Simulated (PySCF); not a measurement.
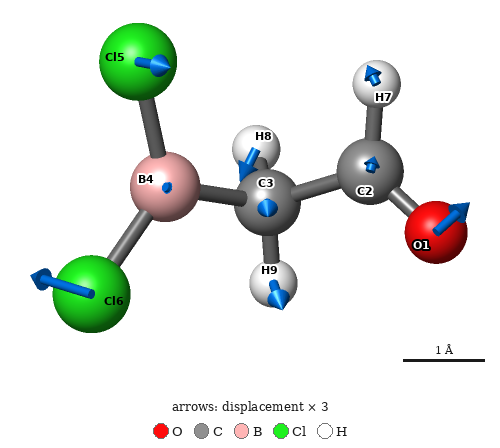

This is a relaxation of C2H3BCl2O. The starting structure is drawn; blue arrows show the displacements, magnified 3 times. The two geometries are superimposed by the best rigid fit.

A ball-and-stick model, seen at a tilt.

The start comes from GFN2-xTB. Its atoms were then displaced at random by about 0.01 Å.

All numbers below come from PBE0-D3(BJ)/def2-SVP geometry optimisation, gas phase in PySCF 2.14.0, density-fitted response routines. 

Which element moves most?

Answer. Chlorine: up to 0.37 Å, against 0.21 Å for oxygen.

Describe the change and its energy.

Answer. The energy falls by 26.0 kJ/mol in 16 geometry steps. The largest move after the best rigid fit is that of Cl6, 0.37 Å. Largest moves by element: Cl 0.37 Å, O 0.21 Å, H 0.19 Å, C 0.11 Å, B 0.04 Å. Some distances before and after: C3–B4 1.652 → 1.568 Å, B4–Cl6 1.686 → 1.745 Å, B4–Cl5 1.698 → 1.753 Å, C3–H9 1.059 → 1.098 Å. Bond angles that change, for instance: C2–C3–B4 109.5° → 113.8°, B4–C3–H8 108.3° → 104.7°, Cl5–B4–Cl6 121.4° → 118.4°.
